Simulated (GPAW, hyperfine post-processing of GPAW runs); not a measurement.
# Hyperfine shifts in MgVCl2O from spin-polarised DFT

Aim: the shifts that the unpaired electrons of V give to the NMR lines of 25Mg, 17O and 35Cl in MgVCl2O at 298 K.

Calculated with GPAW 26.7.0; DFT, revPBE+U, plane-wave PAW, GPAW setups, collinear spin, scalar-relativistic.

## 1. Set-up

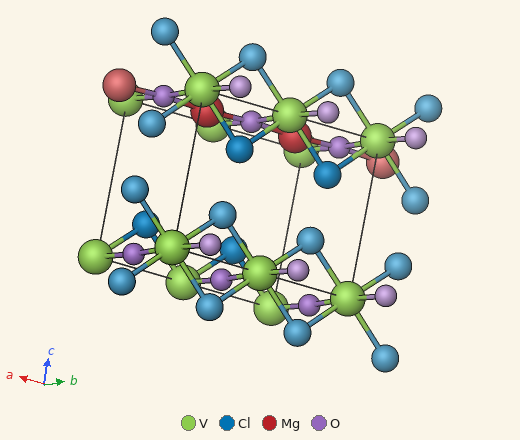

Start, viewed from a free direction; vanadium green, chlorine blue, magnesium red, oxygen purple. Some periodic images of atoms are drawn too.

Coordinates:

```xyz
10
Lattice="0.0000 7.8463 0.0000 -1.3957 0.0000 4.0863 6.6203 -1.9616 0.0000" Properties=species:S:1:pos:R:3 pbc="T T T"
V    -1.3467    0.0000    3.9983
V    -1.3467    3.9232    3.9983
Cl    1.5686    1.9616    0.4558
Cl    1.5686    5.8847    0.4558
Cl    3.6881    0.0000    3.4590
Cl    3.6881    3.9232    3.4590
Mg    5.8491    0.0000    1.9060
Mg    5.8491    3.9232    1.9060
O     5.9077    1.9616    1.9353
O     5.9077    5.8847    1.9353
```

The cell is a computed entry of the Materials Project; it need not be the form that is stable at ambient conditions. The run's cell holds 10 atoms, a multiple of the primitive cell, so that one ion can be reversed against another. The atoms stand as given; the largest force on them is 0.17 eV/Å.

## 2. All moments parallel

The hyperfine field is read from the state with all V moments parallel, which stands for the saturated paramagnet. A Hubbard U holds the open shell closer to the ion than the plain functional does, which changes how much spin reaches the ligands. GPAW's U acts on normalised projectors, so its value can't be carried over from other programs one to one.

File scf.py:

```python
import json
from ase import Atoms
from ase.parallel import parprint
from gpaw import GPAW, PW, FermiDirac, MixerDif

atoms = Atoms(['V', 'V', 'Cl', 'Cl', 'Cl', 'Cl', 'Mg', 'Mg', 'O', 'O'],
              cell=[[0.0, 7.846304, 0.0], [-1.395724, 0.0, 4.086327], [6.620337, -1.961576, 0.0]],
              scaled_positions=[[0.000715, 0.978458, 0.002861], [0.500715, 0.978458, 0.002861], [0.315114, 0.111547, 0.260456], [0.815114, 0.111547, 0.260456], [0.183888, 0.846483, 0.735552], [0.683888, 0.846483, 0.735552], [0.245461, 0.466429, 0.981844], [0.745461, 0.466429, 0.981844], [0.498049, 0.473592, 0.992197], [0.998049, 0.473592, 0.992197]],
              magmoms=[3.0, 3.0, 0.0, 0.0, 0.0, 0.0, 0.0, 0.0, 0.0, 0.0], pbc=True)
atoms.calc = GPAW(mode=PW(500), xc='revPBE', kpts={'size': (3, 5, 3), 'gamma': True}, spinpol=True, setups={'V': ':d,3.2'},
                  occupations=FermiDirac(0.02, fixmagmom=True), mixer=MixerDif(0.12, 6, 30),
                  convergence={'density': 1e-5}, maxiter=150, symmetry={'tolerance': 1e-4},
                  legacy_gpaw=True, txt='scf.txt')
parprint('energy', atoms.get_potential_energy())
parprint('moment', atoms.get_magnetic_moment())
parprint('moments', json.dumps(atoms.get_magnetic_moments().round(4).tolist()))
parprint('fermi', json.dumps(list(map(float, atoms.calc.get_fermi_levels()))))
levels = [[e - f for k in range(len(atoms.calc.get_ibz_k_points())) for e in atoms.calc.get_eigenvalues(k, s)] for s, f in enumerate(atoms.calc.get_fermi_levels())]
parprint('gap', min(min(e for e in x if e > 0) + f for x, f in zip(levels, atoms.calc.get_fermi_levels())) - max(max(e for e in x if e <= 0) + f for x, f in zip(levels, atoms.calc.get_fermi_levels())))
parprint('positions', json.dumps(atoms.get_scaled_positions(wrap=False).round(6).tolist()))
parprint('forces', json.dumps(atoms.get_forces().round(4).tolist()))
atoms.calc.write('gs.gpw')
```

A second script reads the saved density on one core and turns GPAW's hyperfine parameters into fields at the nuclei:

File contact.py:

```python
import numpy as np
from ase import units
from gpaw import GPAW
from gpaw.hyperfine import G_FACTOR_E, alpha, hyperfine_parameters, paw_correction
from gpaw.utilities import unpack_density

calc = GPAW('gs.gpw', legacy_gpaw=True, txt=None)
tesla = units._e / units._hplanck / 7.6225932e6 / 2  # eV per unit g_N to the field at the nucleus
unit = np.pi * alpha**2 * G_FACTOR_E * units._me / units._mp * units.Ha
valence = hyperfine_parameters(calc, exclude_core=True)
print('atom     contact field (T): all, valence')
for a, s in enumerate(calc.get_atoms().symbols):
    args = unpack_density(calc.density.D_asp[a]), calc.wfs.setups[a], calc.hamiltonian.xc
    try:  # the response of the frozen core, atom by atom
        core = (paw_correction(*args, False) - paw_correction(*args, True)) * unit
    except AssertionError:
        core = np.full((3, 3), np.nan)
    print(f'{a + 1:3d} {s:2s} {np.trace(valence[a] + core) / 3 * tesla:11.5f} {np.trace(valence[a]) / 3 * tesla:11.5f}')
```

Run with:

```
$ OMP_NUM_THREADS=1 mpirun -n 4 gpaw python scf.py > gpaw.log
$ python contact.py
```

Numbers of over 12 decimals in the logs are rounded to 6 here.

Log:

```text
[a pick of lines from scf.txt and the scripts' output, long numbers rounded; set-up, eigenvalues, and the printed gap, site moments, positions and forces are left out]
Symmetries present (total): 1
45 k-points: 3 x 5 x 3 Monkhorst-Pack grid
23 k-points in the irreducible part of the Brillouin zone
  Cutoff energy: 500.000 eV
Occupation numbers: Fixed magnetic moment: 6.000
  width: 0.0200  # eV
XC parameters: revPBE with 2 nearest neighbor stencil
Number of bands in calculation: 60
Number of valence electrons: 86
iter:   1 03:21:47   -49.396758                   +6.0060
iter:   2 03:21:58   -49.048772   -0.27  -1.20    +6.0018
iter:   3 03:22:09   -48.084803   -0.41  -1.29    +6.0002
[... 14 further iterations ...]
iter:  18 03:24:56   -48.792230c  -7.95c -4.64    +6.0000
iter:  19 03:25:07   -48.792232c  -7.61c -4.72    +6.0000
iter:  20 03:25:19   -48.792232c  -8.35c -5.02c   +6.0000
Converged after 20 iterations.
Total magnetic moment: (0.000000, 0.000000, 6.000000)
Local magnetic moments:
Free energy:    -48.792232
Extrapolated:   -48.792232
Fermi levels: 3.64546, 4.76590
energy -48.792232
moment 6.000000
fermi [3.645460, 4.765904]
atom     contact field (T): all, valence
  1 V    -29.02538    14.96057
  2 V    -29.02538    14.96057
  3 Cl     0.05842     0.05182
  4 Cl     0.05842     0.05182
  5 Cl     0.25802     0.23399
  6 Cl     0.25802     0.23399
  7 Mg    -0.67186    -0.63204
  8 Mg    -0.67186    -0.63204
  9 O     -0.31216     0.23507
 10 O     -0.31216     0.23507
```

Elapsed: 4 min, on 4 MPI ranks of Arm Neoverse N1, shared host.

The cell holds 6.00 μB on 2 V, so S = 1.50. The total moment is held at that value. The contact field is B = (2μ₀/3) μB ρ_s, 7.769 T for 1 e/Å³, and A_iso = γB/(2πS) sums over all ions. The valence part leaves out the polarisation of the frozen cores, which GPAW adds afterwards by solving for the core states in the spin-dependent potential:

```csv
site,atom,atoms in cell,links to V,field (T),valence part (T),A_iso (MHz)
Mg,7,2,4 V through links of 90° (4),-0.672,-0.632,1.17
O,9,2,bonded to 2 V at 2.16 Å,-0.312,0.235,1.20
Cl(1),3,2,bonded to 2 V at 2.54 Å,0.0584,0.0518,0.163
Cl(2),5,2,bonded to 2 V at 2.58 Å,0.258,0.234,0.718
```

## 3. One ion reversed at a time

Above the ordering point the moments are not free: their couplings set the Weiss constant, which scales every shift. Reversing one ion measures these couplings, and shows at once how much of each shift that ion sends.

scf.py, as its differences from that of step 2:

```diff
@@ -8,3 +8,3 @@
               scaled_positions=[[0.000715, 0.978458, 0.002861], [0.500715, 0.978458, 0.002861], [0.315114, 0.111547, 0.260456], [0.815114, 0.111547, 0.260456], [0.183888, 0.846483, 0.735552], [0.683888, 0.846483, 0.735552], [0.245461, 0.466429, 0.981844], [0.745461, 0.466429, 0.981844], [0.498049, 0.473592, 0.992197], [0.998049, 0.473592, 0.992197]],
-              magmoms=[3.0, 3.0, 0.0, 0.0, 0.0, 0.0, 0.0, 0.0, 0.0, 0.0], pbc=True)
+              magmoms=[-3.0, 3.0, 0.0, 0.0, 0.0, 0.0, 0.0, 0.0, 0.0, 0.0], pbc=True)
 atoms.calc = GPAW(mode=PW(500), xc='revPBE', kpts={'size': (3, 5, 3), 'gamma': True}, spinpol=True, setups={'V': ':d,3.2'},
```

Log:

```text
[a pick of lines from scf.txt and the scripts' output, long numbers rounded; set-up, eigenvalues, and the printed gap, site moments, positions and forces are left out]
Symmetries present (total): 1
45 k-points: 3 x 5 x 3 Monkhorst-Pack grid
23 k-points in the irreducible part of the Brillouin zone
  Cutoff energy: 500.000 eV
Occupation numbers: Fixed magnetic moment: 0.000
  width: 0.0200  # eV
XC parameters: revPBE with 2 nearest neighbor stencil
Number of bands in calculation: 56
Number of valence electrons: 86
iter:   1 03:25:55   -49.296258                   +0.0000
iter:   2 03:26:05   -49.039660   -0.20  -1.20    -0.0000
iter:   3 03:26:17   -48.036919   -0.22  -1.28    -0.0000
[... 15 further iterations ...]
iter:  19 03:29:24   -48.773812c  -7.64c -4.82    +0.0000
iter:  20 03:29:34   -48.773813c  -7.51c -4.88    +0.0000
iter:  21 03:29:45   -48.773813c  -8.22c -5.00c   +0.0000
Converged after 21 iterations.
Total magnetic moment: (0.000000, 0.000000, 0.000000)
Local magnetic moments:
Free energy:    -48.773813
Extrapolated:   -48.773813
Fermi levels: 3.75668, 3.75668
energy -48.773813
moment 1.2358536274036747e-14
fermi [3.756681, 3.756681]
atom     contact field (T): all, valence
  1 V     31.83431   -12.14855
  2 V    -31.83442    12.14855
  3 Cl    -0.00021    -0.00004
[...]
9 O     -0.49556     0.05464
 10 O      0.49555    -0.05464
```

It took 4.4 min on 4 MPI ranks; 16 min of CPU time.

The parallel state has -48.7922 eV at zero smearing. Each flip reverses one ion with all its periodic images. It gives an energy and, by half the change of the contact field, the share of that set of ions in each shift at 298 K (ppm; atoms of one site can get unlike shares):

```csv
atom reversed,energy (eV),change (meV),Mg,O,Cl(1),Cl(2)
V1,-48.7738,18.4,-1260,-1520 / 344,109 / 110,476 / 493
```

In mean-field theory Θ = ΔE (S + 1) / (6 S k_B): Θ = 59 K. Couplings between an ion and its own images are missing, and in this cell images lie no farther than 1.2 times the shortest distance between magnetic ions, so couplings that may matter are lost and this Θ is not relied on. Θ = 0 is used for the shifts.

## 4. Cost against result

Spin transfer to the ligands hangs on how far the functional delocalises the open shell, so other levels show how much the fields depend on it.

Contact fields (T) with all moments parallel; times on 4 MPI ranks of Arm Neoverse N1, shared host. The cutoff is 500 eV where none is named; the moment is held in each run.

```csv
level,moment (μB),time,Mg,O,Cl(1),Cl(2)
revPBE +U V 3.2 eV,6.00,4 min,-0.672,-0.312,0.0584,0.258
revPBE,6.00,4.1 min,-0.447,-0.307,0.0501,0.397
revPBE +U V 1.9 eV,6.00,4.4 min,-0.615,-0.319,0.0387,0.277
revPBE +U V 4.5 eV,6.00,6.9 min,-0.697,-0.299,0.0853,0.258
LDA +U V 3.2 eV,6.00,4.4 min,-0.580,-1.29,-0.707,-0.411
"revPBE +U V 3.2 eV, 650 eV",6.00,7.6 min,-0.671,-0.340,0.0646,0.265
```

## 5. Scaling to the paramagnet

The shift is δ = B · g μB (S + 1) / (3 k_B (T − Θ)) with g = 2; at 298 K and Θ = 0 K one tesla gives 3757 ppm. The anisotropy is a sum over point dipoles on the V ions, scaled alike; on atoms bound to V, spin in their own p shell adds an anisotropy that this leaves out.

```csv
site,nucleus,δ_iso (ppm),with the calculated Θ,reduced anisotropy (ppm),asymmetry
Mg,25Mg,-2520,-3150,-1620,0.25
O,17O,-1170,-1460,4010,0.18
Cl(1),35Cl,219,274,-1090,0.55
Cl(2),35Cl,969,1210,-1050,0.40
```

The reduced anisotropy is δ_zz − δ_iso, with zz the principal value farthest from δ_iso. The Weiss constant adds its own doubt: exchange couplings from semilocal functionals with a U can miss even their sign, and a Θ lower by 100 K would lower every shift by 25 %.

## 6. Summary of results

| Quantity | Value |
| --- | --- |
| spin of V | 1.50 |
| Weiss constant, mean field (rough, not used) | 59 K |
| 25Mg contact shift at 298 K, Θ = 0 K | -2520 ppm |
| 17O contact shift at 298 K, Θ = 0 K | -1170 ppm |
| 35Cl contact shift at 298 K, Θ = 0 K | 219, 969 ppm |

**Reading.** At 298 K the V moments shift 25Mg on Mg by -2520 ppm, 17O on O by -1170 ppm, 35Cl on Cl(1) by 219 ppm and 35Cl on Cl(2) by 969 ppm, scaled with a pure Curie law. No measured Weiss constant is at hand, and the one from single flips is too rough to scale with, so the shifts are given for a pure Curie law; each 30 K of Θ would move them by about 10 %. The calculated Θ of 59 K would multiply them by 1.25. Over the levels shown, the field at Mg runs from -0.697 T (revPBE +U V 4.5 eV) to -0.447 T (revPBE); among the sites in the table it changes sign at Cl(1) and Cl(2). On Cl(1) and Cl(2) the levels differ even in sign, so neither size nor sign of that shift is settled. The shift of Mg is negative: the spin density at the nucleus is opposite to the V moments, the mark of spin polarisation outweighing delocalisation. All this holds only well above the ordering temperature and the strongest exchange, neither of which is computed. The orbital (chemical) shift and the pseudocontact shift from g anisotropy are not included. GPAW's core response is not screened by the valence electrons and can be too large by up to a factor of two, so sites where total and valence fields differ much are unsure by that part. For anions bound to the magnetic ion the point-dipole anisotropy lacks the spin in their own p orbitals, and their lines are broad and relax fast. On O total and valence fields differ by over a quarter of the total (by up to 1.8 times the total); that core part hangs on the functional and on the program's treatment of the cores, and where it exceeds the total neither size nor sign of the shift is settled. The dipole sum is for a spherical crystallite; bulk susceptibility, which broadens real lines, and quadrupolar couplings are left out.

[Logs are printed without paths, hosts, clocks, repeated set-up lines and the standing remarks that a program may print on its own settings, such as how far it seeks lower states.]

[Hosts, paths, dates, database ids (printed as entryN), source tags and the programs' standing remarks are cut or masked in the printed files.]
